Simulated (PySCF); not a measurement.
Vertical excitations of a molecule C₃H₈O₂Si from TDDFT-PBE/def2-SVPD in PySCF, as energy in eV (oscillator strength): 5.82 (0.008), 6.01 (0.005), 6.13 (0.006), 6.27 (0.019), 6.76 (0.004), 6.87 (0.008), 6.95 (0.015), 7.01 (0.011), 7.17 (0.023), 7.24 (0.001). Lowest triplet (TDA): 5.71 eV. Geometry optimised at PBE0-D3(BJ)/def2-SVP. Other conformers were not sampled.

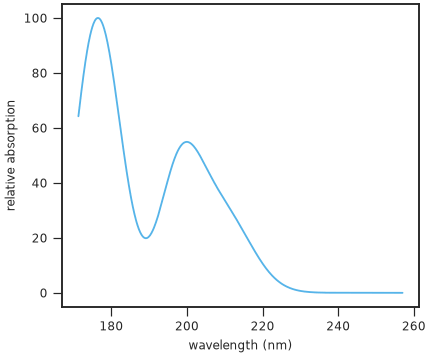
Fig. 1. The lines broadened by 0.4 eV.

Task: Identify the compound among the candidates.
A. OC[C@@H]1C[SiH2]O1
B. C[C@H]([SiH3])C(=O)O
C. O[C@H]1CO[SiH2]C1
D. [SiH3]CC1OCO1

Result: C, O[C@H]1CO[SiH2]C1
